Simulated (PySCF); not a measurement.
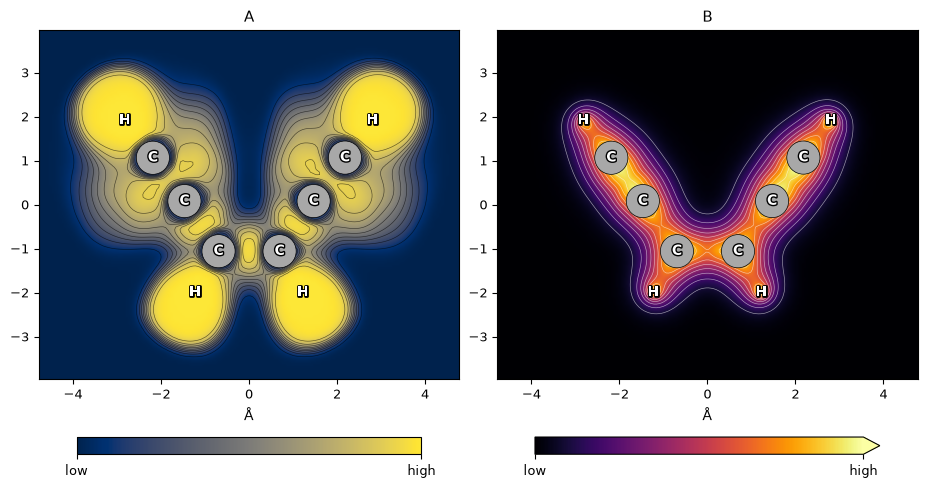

C6H4 (SMILES C#C/C=C\[C]=[CH+]) (charge +1, doublet): 2 fields on the molecular plane, with unlabelled colour scales. Grey discs cover the atomic cores.

Geometry: GFN2-xTB.

Method: PySCF, UKS B3LYP, pcH-1 on C H, non-relativistic, mean-field spin-orbit, GIAO.

### The panels show electron density and electron localisation function in some order. Assign them.

Panel A: electron localisation function. Panel B: electron density. From the grid: C–C (1.22 Å): ρ at the midpoint is about 2.7 e/Å³; the ELF peaks at about 0.85 between the atoms (a short, multiple covalent bond). C–H (1.06 Å): the density is about 2.2 e/Å³ at the midpoint; the ELF climbs to about 1 towards the hydrogen, as it does in any bond to H (an ordinary covalent bond to hydrogen).
